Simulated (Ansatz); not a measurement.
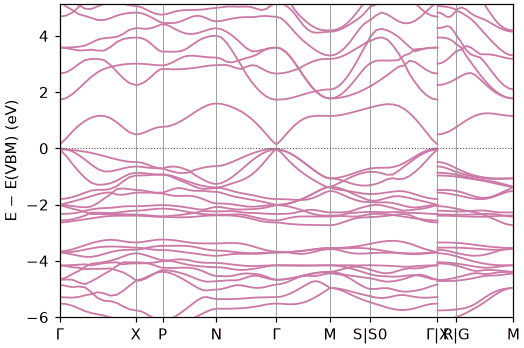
Fig. 1. Band structure from DFT-LDA in the program Ansatz with PAW potentials

Problem. Read off the gap and where the band edges lie.

Solution. About 0.1 eV (0.14 eV by a search for the band edges); maximum at Γ, minimum at Γ.

The material is ZnCu2SnS4 in space group I-4 (No. 82; Pearson symbol tI16).

Symmetry was held in the LDA relaxation. No spin polarisation was allowed. Scalar-relativistic: spin–orbit coupling is off unless named, which matters more the heavier the elements.

Potentials: the later of the program's two PAW sets.
